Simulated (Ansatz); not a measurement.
# Calculations on CH6N2

**1. Relaxation**

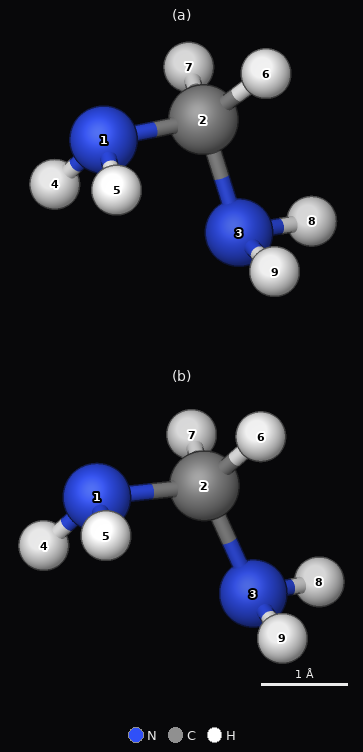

The structure of CH$_{6}$N$_{2}$ before (top) and after (bottom) a relaxation, at one scale.

The picture is a ball-and-stick view, seen at a tilt.

The run prepares an end point of a later path (torsion) calculation, from a guessed geometry.

All numbers below come from RHF/def2-SVP (Ansatz). (no spin polarisation; force threshold 0.015 eV/Å; at most 40 steps)

> What changed between the two?

Over 6 geometry steps the energy falls by 70.6 kJ/mol. The largest force component goes from 4.7 to 0.011 eV/Å. The largest move after the best rigid fit is that of H5, 0.24 Å. Largest moves by element: H 0.24 Å, N 0.18 Å, C 0.06 Å. Some distances before and after: N1–C2 1.366 → 1.436 Å, N3–H8 1.072 → 1.005 Å, N3–H9 1.053 → 1.006 Å, N1–H4 0.968 → 1.005 Å. Bond angles that change, for instance: N1–C2–N3 101.7° → 113.7°, C2–N3–H8 104.8° → 111.5°, N1–C2–H6 112.2° → 107.4°.

**2. Relaxation**

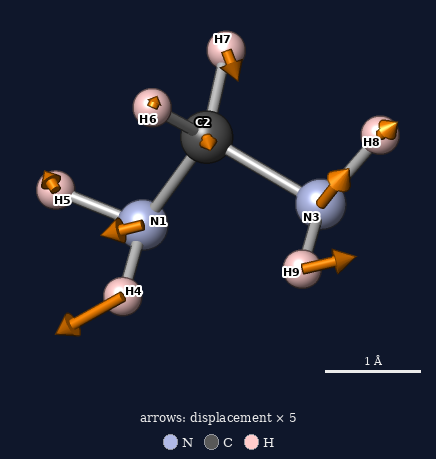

A relaxation of CH$_{6}$N$_{2}$. The starting structure is drawn; orange arrows show the displacements, magnified 5 times. The two geometries are superimposed by the best rigid fit.

Style: ball-and-stick. Shown at a tilt.

The run prepares an end point of a later path (torsion) calculation, from a guessed geometry.

These are results of RHF/def2-SVP in Ansatz 0.2.0, not measurements. Settings: no spin polarisation; force threshold 0.015 eV/Å; at most 40 steps.

Atoms of which element are displaced furthest, and by how much?

Answer. Hydrogen: up to 0.18 Å, against 0.13 Å for nitrogen.

Describe the change and its energy.

Answer. The atom that moves furthest after the best rigid fit is H4 (0.18 Å). Largest moves by element: H 0.18 Å, N 0.13 Å, C 0.04 Å. Among the contacts that change: N1–C2 1.366 → 1.444 Å, N3–H8 1.072 → 1.004 Å, N3–H9 1.053 → 1.005 Å, N1–H4 0.968 → 1.005 Å. Among the angles between lasting bonds that change: N1–C2–N3 101.7° → 110.5°, C2–N3–H8 104.8° → 110.8°, H8–N3–H9 102.6° → 106.9°. Over 6 geometry steps the energy falls by 57.2 kJ/mol. Largest force component: 3.9 eV/Å at the start, 0.0041 eV/Å at the end. Cost: 7.1 s on 1 thread of Arm Neoverse V1, on a shared host, peak memory 0.11 GiB.

**3. Path**

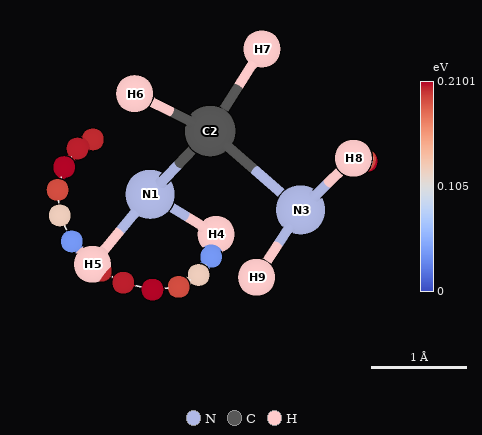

A nudged-elastic-band calculation for CH₆N₂. Images are numbered from 0 (start) to 6 (end). The start is drawn whole; smaller spheres mark the moving atoms (H) in the later images, joined by lines and coloured by the energy of the image relative to the start. A ball-and-stick model, seen from a free direction.

Computed with RHF/def2-SVP (Ansatz 0.2.0). Settings: 5 movable images; climbing image; force threshold 0.05 eV/Å; iteration limit 60; starting path through a guess of the saddle point.

Q: Describe the path and its energy.

A: The motion is a rotation about the N1–C2 bond by about 115°. No bond forms or breaks between the ends. Among the angles between lasting bonds that change up to the highest image: N1–C2–H6 107.4° → 111.3°, N1–C2–N3 113.7° → 110.1°. The highest point, image 4, lies 0.210 eV above the start and 0.008 eV above the end; the end is at +0.202 eV relative to the start. The band is converged. At the top, the vibrational analysis gives one imaginary mode (201i cm⁻¹), as a transition state must have.
